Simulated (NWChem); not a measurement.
**TaClF4 (SMILES [F][Ta]([F])([F])([F])[Cl]) at 3 levels**

Wanted: a comparison of 3 runs (HF/def2-SVP, PBE0/def2-SVP, M06-2X/def2-SVPD) of TaClF4. 

The results are computed with NWChem 7.3.0.

## 1. The system as given

TaClF4: 6 atoms, total charge 0, spin state singlet. SMILES: `[F][Ta]([F])([F])([F])[Cl]`. The shape is that of a PBE0-D4/def2-TZVP optimisation.

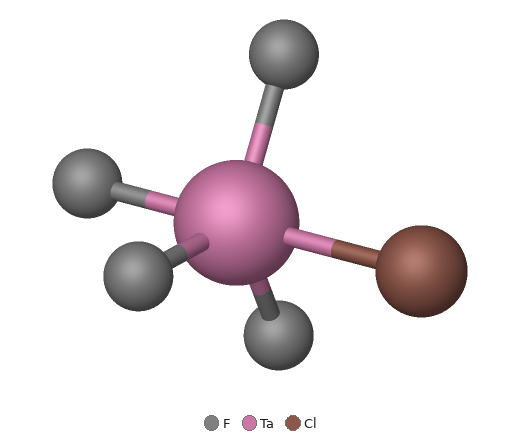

The structure, seen from a chosen angle (fluorine grey, tantalum pink, chlorine brown).

## 2. Energy and forces at HF/def2-SVP (core potential) (run 1)

Contents of clf4ta.nw:

```
start clf4ta
title "ClF4Ta gradient"
memory 2200 mb

geometry units angstrom noautosym nocenter noautoz
  F    -1.519000   -0.020400   -1.047800
  Ta   -0.021400   -0.043200    0.029300
  F    -0.955700   -1.124000    1.242600
  F     1.228600   -1.388300   -0.149500
  F     0.174400    1.222500    1.356600
  Cl    1.135100    1.289300   -1.477500
end

basis spherical bse
  F library def2-SVP
  Ta library def2-SVP
  Cl library def2-SVP
end

ecp bse
  Ta library def2-SVP
end

scf
  thresh 1e-08
  maxiter 80
end

task scf gradient
```

On the command line:

```bash
$ nwchem clf4ta.nw > clf4ta.out
```

Standard output:

```text
[...]
  functions       =   106
[...]
  wavefunction    = RHF
[...]
         Total SCF energy =   -913.485511613840
      One-electron energy =  -2031.741692867047
      Two-electron energy =    744.018071575206
 Nuclear repulsion energy =    374.238109678001
        Time for solution =     33.3s
[...]
                         RHF ENERGY GRADIENTS
    atom               coordinates                        gradient
                 x          y          z           x          y          z
   1 F      -2.870494  -0.038550  -1.980055    0.001420   0.000244   0.000669
   2 Ta     -0.040440  -0.081636   0.055369    0.003486   0.004139  -0.004536
   3 F      -1.806011  -2.124052   2.348174   -0.000108  -0.000172   0.000107
   4 F       2.321717  -2.623507  -0.282514   -0.000796   0.001331  -0.000064
   5 F       0.329568   2.310190   2.563602    0.000034  -0.000869  -0.001421
   6 Cl      2.145028   2.436424  -2.792070   -0.004036  -0.004673   0.005246
[...]
```

Wall time 42 s (1 thread of Intel Xeon Platinum 8259CL at 2.50GHz (Skylake/Cascade Lake), shared host); peak memory 0.12 GiB.

## 3. Energy and forces at PBE0/def2-SVP (core potential) (run 2)

Contents of m1.xyz:

```xyz
6

F     -1.519000    -0.020400    -1.047800
Ta    -0.021400    -0.043200     0.029300
F     -0.955700    -1.124000     1.242600
F      1.228600    -1.388300    -0.149500
F      0.174400     1.222500     1.356600
Cl     1.135100     1.289300    -1.477500
```

Contents of m1.nw:

```
start m1
memory 2200 mb
geometry units angstrom noautosym nocenter noautoz
 load m1.xyz
end
basis spherical bse
 * library def2-SVP
end
ecp bse
 Ta library def2-SVP
end
dft
 xc pbe0
 grid fine
 convergence energy 1e-08
 maxiter 100
 mulliken
end
task dft gradient
```

On the command line:

```bash
$ nwchem m1.nw > m1.out
```

Standard output:

```text
[...]
          Wavefunction type:  closed shell.
          No. of atoms     :     6
          No. of electrons :    66
[...]
          Charge           :     0
          Spin multiplicity:     1
[...]
          AO basis - number of functions:   106
[...]
              XC Information
              --------------
                         PBE0 Method XC Functional
                     Hartree-Fock (Exact) Exchange  0.250
          PerdewBurkeErnzerhof Exchange Functional  0.750
            Perdew 1991 LDA Correlation Functional  1.000 local
           PerdewBurkeErnz. Correlation Functional  1.000 non-local
[...]
 d= 0,ls=0.0,diis     1   -915.5160299976 -1.29D+03  3.74D-02  3.20D+00     4.0
[...]
 d= 0,ls=0.0,diis    11   -915.9241109431 -5.10D-09  1.23D-07  2.20D-10    33.9
         Total DFT energy =     -915.924110943086
      One electron energy =    -2032.907707718748
           Coulomb energy =      819.070896721992
    Exchange-Corr. energy =      -76.325409624331
 Nuclear repulsion energy =      374.238109678002
[...]
  wavefunction    = closed shell
                         DFT ENERGY GRADIENTS
    atom               coordinates                        gradient
                 x          y          z           x          y          z
   1 F      -2.870494  -0.038550  -1.980055    0.004563  -0.000015   0.003308
   2 Ta     -0.040440  -0.081636   0.055369   -0.000506  -0.000487   0.000652
   3 F      -1.806011  -2.124052   2.348174    0.001781   0.002025  -0.002337
   4 F       2.321717  -2.623507  -0.282514   -0.003758   0.004111   0.000579
   5 F       0.329568   2.310190   2.563602   -0.000591  -0.003905  -0.004135
   6 Cl      2.145028   2.436424  -2.792070   -0.001488  -0.001730   0.001933
[...]
```

It took 44 s on 1 thread of Intel Xeon Platinum 8259CL at 2.50GHz (Skylake/Cascade Lake), shared host; peak memory 0.14 GiB.

## 4. Energy and gradient at M06-2X/def2-SVPD (core potential) (run 3)

Contents of clf4ta.xyz:

```xyz
6
ClF4Ta gradient
F     -1.519000    -0.020400    -1.047800
Ta    -0.021400    -0.043200     0.029300
F     -0.955700    -1.124000     1.242600
F      1.228600    -1.388300    -0.149500
F      0.174400     1.222500     1.356600
Cl     1.135100     1.289300    -1.477500
```

Contents of clf4ta.nw:

```
start clf4ta
title "ClF4Ta gradient"
memory total 2200 mb

geometry units angstroms noautosym nocenter noautoz
  load format xyz clf4ta.xyz
end

basis spherical bse
  * library def2-SVPD
end

ecp bse
  Ta library def2-SVPD
end

dft
  xc m06-2x
  grid fine
  convergence energy 1e-08
  iterations 100
  mulliken
  print medium
end

task dft gradient
```

On the command line:

```bash
$ nwchem clf4ta.nw > clf4ta.out
```

Standard output:

```text
[...]
          Wavefunction type:  closed shell.
          No. of atoms     :     6
          No. of electrons :    66
[...]
          Charge           :     0
          Spin multiplicity:     1
[...]
          AO basis - number of functions:   154
[...]
              XC Information
              --------------
                       M06-2X Method XC Functional
                     Hartree-Fock (Exact) Exchange  0.540
                        M06-2X Exchange Functional  1.000
                      M06-2X Correlation Potential  1.000
[...]
 d= 0,ls=0.0,diis     1   -915.8554005156 -1.29D+03  2.14D-02  3.08D+00    10.6
[...]
 d= 0,ls=0.0,diis    11   -916.2291247423 -5.44D-09  1.69D-07  6.25D-10    99.7
         Total DFT energy =     -916.229124742251
      One electron energy =    -2032.289398092126
           Coulomb energy =      818.379849807617
    Exchange-Corr. energy =      -76.557686135745
 Nuclear repulsion energy =      374.238109678002
[...]
  wavefunction    = closed shell
                         DFT ENERGY GRADIENTS
    atom               coordinates                        gradient
                 x          y          z           x          y          z
   1 F      -2.870494  -0.038550  -1.980055    0.006667   0.000016   0.004681
   2 Ta     -0.040440  -0.081636   0.055369   -0.000347  -0.000317   0.000429
   3 F      -1.806011  -2.124052   2.348174    0.003853   0.004418  -0.005043
   4 F       2.321717  -2.623507  -0.282514   -0.005378   0.006030   0.000731
   5 F       0.329568   2.310190   2.563602   -0.000773  -0.005490  -0.006004
   6 Cl      2.145028   2.436424  -2.792070   -0.004022  -0.004657   0.005207
[...]
```

Wall time 2.3 min (1 thread of Intel Xeon Platinum 8259CL at 2.50GHz (Skylake/Cascade Lake), shared host); peak memory 0.14 GiB.

## 5. All runs side by side

```csv
run,level,iteration cap,module,energy (Eh),dipole moment (D),HOMO energy (eV),LUMO energy (eV),wall time
1,HF/def2-SVP (core potential),80,scf,-913.485512,0.17,-13.47,0.41,42 s
2,PBE0/def2-SVP (core potential),100,dft,-915.924111,0.01,-9.96,-3.07,44 s
3,M06-2X/def2-SVPD (core potential),100,dft,-916.229125,0.11,-11.45,-2.32,2.3 min
```

## 6. What came out

| quantity | value |
| --- | --- |
| run 3: total energy | -916.22912 Eh |
| run 3: dipole moment | 0.11 D |
| run 3: HOMO energy | -11.45 eV |
| run 3: LUMO energy | -2.32 eV |
| run 3: HOMO–LUMO gap | 9.13 eV |
| run 3: largest force on an atom | 0.420 eV/Å |

What this shows: The dipole moment (its size) runs from 0.01 D (PBE0/def2-SVP) to 0.17 D (HF/def2-SVP). The HOMO–LUMO gap runs from 6.88 eV (PBE0/def2-SVP) to 13.88 eV (HF/def2-SVP). Exact exchange widens orbital gaps. Totals of different functionals can't be ranked against each other. All runs together took 3.7 min, the longest 2.3 min.
